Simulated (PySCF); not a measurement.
**C₄H₈SSi₂: electronic excitations**

Wanted: the electronic excitations of C₄H₈SSi₂ (`[SiH3]SC1=CC=C[SiH2]1`), by calculation.

Computed with PySCF 2.14.0, with density-fitted response routines of our own, on a single molecule in the gas phase. Atoms count from 0, in the outputs and in this text.

## 1. The molecule as given

15 atoms, charge 0, multiplicity 1; geometry from: GFN2-xTB.

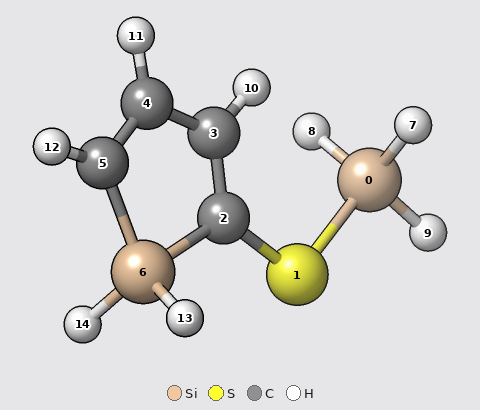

The starting geometry (silicon light orange, sulfur yellow, carbon grey, hydrogen white), atoms numbered; sticks join atoms by distance.

## 2. Ultraviolet spectrum: CAM-B3LYP/def2-SVPD

Job settings and geometry (Å):

```
{"job": {"kind": "uv", "xc": "CAM-B3LYP", "basis": "def2-SVPD", "nstates": 8, "ntriplets": 3}, "charge": 0, "multiplicity": 1}
Si    -2.973164     0.325625     0.472723
S     -1.620386     0.613851    -1.176419
C     -0.039788     0.169483    -0.581134
C      0.267980    -0.263192     0.652719
C      1.668679    -0.563555     0.871930
C      2.503148    -0.379193    -0.162957
Si     1.534338     0.241478    -1.650659
H     -2.576609     1.199527     1.569945
H     -2.942683    -1.078185     0.865756
H     -4.241623     0.714617    -0.116867
H     -0.444685    -0.392527     1.456101
H      1.982766    -0.917870     1.844444
H      3.558916    -0.576352    -0.088376
H      1.847090     1.607785    -2.063842
H      1.471606    -0.693503    -2.771696
```

Method: TDDFT CAM-B3LYP/def2-SVPD, vertical, gas phase, core orbitals frozen in the response.

Launch:

```bash
$ OMP_NUM_THREADS=1 python probes_run.py task.json out
```

The driver reads the jobs from task.json and runs them one after another.

What will the session give for the following? lowest singlet (CAM-B3LYP/def2-SVPD); lowest triplet; surface potential, least and greatest. Wanted: lowest singlet; lowest triplet; surface potential, least and greatest.

The runs gave:

```
                             quantity                        value
 lowest singlet (CAM-B3LYP/def2-SVPD)  3.80 eV (327 nm), f = 0.156
                       lowest triplet                      2.31 eV
surface potential, least and greatest           -0.81 V and 1.30 V
```

The lowest singlet, at 3.80 eV, is HOMO→LUMO 0.97 and is bright. The lowest triplet lies 1.48 eV below the lowest singlet (triplets in Tamm-Dancoff, singlets in full TDDFT). At CAM-B3LYP/def2-SVPD, counted by nearest atom on the grid, the HOMO lies on S1 34 %; C3, C5 about 18 % each, the LUMO on C2 22 %; C5 17 %.
